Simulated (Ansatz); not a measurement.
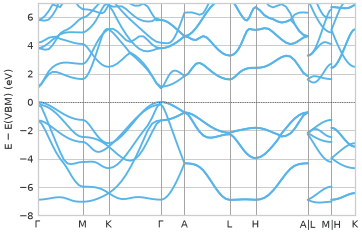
*Band structure from r²SCAN in the plane-wave PAW code Ansatz*

Read off the gap and where the band edges lie.

About 1.0 eV (0.97 eV by a search for the band edges); maximum at Γ, minimum at Γ.

Which compound is it?
(A) GaAs, wurtzite
(B) CdS, wurtzite
(C) WS2, P6_3/mmc (W on 2c, S on 4f)

A, GaAs, wurtzite

Space group P6_3mc (wurtzite). The first step of the workflow began from a Materials Project structure, measured or hypothetical; the Crystallography Open Database copy checked does not list it. It is not the phase usual at ambient conditions (space group No. 216). The r²SCAN relaxation kept the symmetry of its start; its stability against distortions is not shown here. Spin–orbit coupling is left out wherever it is not named.

Potentials: the later of the program's two PAW sets.
